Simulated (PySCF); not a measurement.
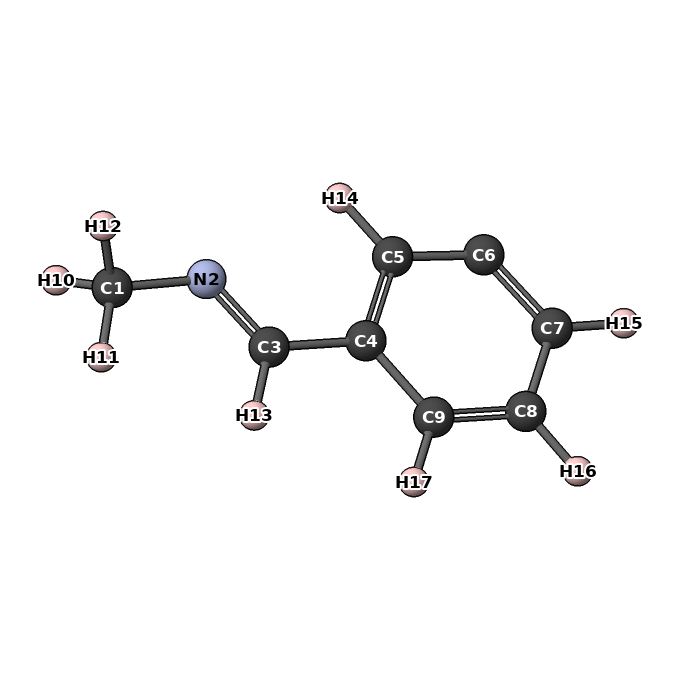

The questions are on Mulliken spin populations. State: neutral, doublet. Computed geometry: GFN2-xTB optimisation. No frequency run is at hand to confirm it as a minimum. Properties computed with UKS B3LYP, pcH-1 on C H N, non-relativistic (PySCF 2.14.0).

Which atom carries the largest spin population?

Answer. C6 (1.00 e).

Which atom has the lowest spin population?

Answer. C5 (−0.08 e); a negative value comes from spin polarisation.

List the Mulliken spin populations.

```
atom  value (e)
  C1       0.00
  N2       0.01
  C3       0.00
  C4       0.07
  C5      −0.08
  C6       1.00
  C7      −0.07
  C8       0.06
  C9      −0.04
 H10       0.00
 H11       0.00
 H12       0.00
 H13       0.01
 H14       0.02
 H15       0.02
 H16       0.01
 H17       0.00
```

Mulliken values depend strongly on the basis set.
